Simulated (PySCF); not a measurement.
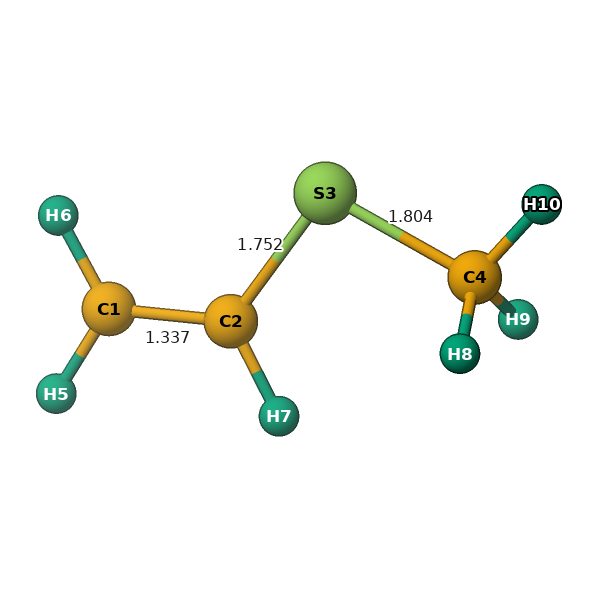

Bond lengths are marked in Å; every bond is drawn as one stick. The computed structure is the end point of a PBE0-D3(BJ)/def2-SVP optimisation. No frequency run is at hand to confirm it as a minimum.

Question: Which of the marked bonds are single, double, triple or aromatic?

Answer: C1–C2 double; C2–S3 single; S3–C4 single.

Question: Write the SMILES.

Answer: C=CSC
